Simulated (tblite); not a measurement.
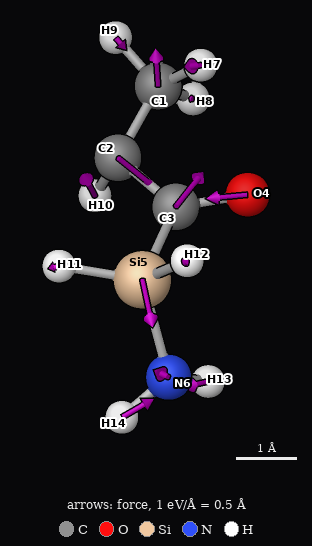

Starting geometry of C$_{3}$H$_{8}$NOSi (multiplicity 2) with the computed forces as purple arrows. Style: ball-and-stick. Shown from a free direction.

These are results of GFN2-xTB geometry optimisation, gas phase in tblite, not measurements. 

Q: Is this structure relaxed? If not, where do the atoms go?

A: It isn't relaxed: the largest force vector, on C2, is 2.97 eV/Å. The final displacements have little in common with the starting forces (cosine between the two patterns 0.25). The largest move after the best rigid fit is that of H9, 1.33 Å. By element the largest moves are H 1.33 Å, O 0.95 Å, C 0.50 Å, Si 0.47 Å, N 0.20 Å. Near-neighbour distances that change, for instance: C2–C3 1.500 → 1.368 Å, C3–Si5 1.836 → 1.966 Å, C2–H10 1.140 → 1.078 Å, Si5–N6 1.760 → 1.707 Å. Bond angles that change, for instance: C2–C3–O4 117.3° → 132.3°, C1–C2–C3 109.7° → 121.7°, C3–C2–H10 107.7° → 119.5°. Groups turn about C3–Si5 by about 55°. After 162 geometry steps the energy has fallen by 31.3 kcal/mol. Cost: 1.4 s on 1 thread of Arm Neoverse N1, with other jobs on the host.
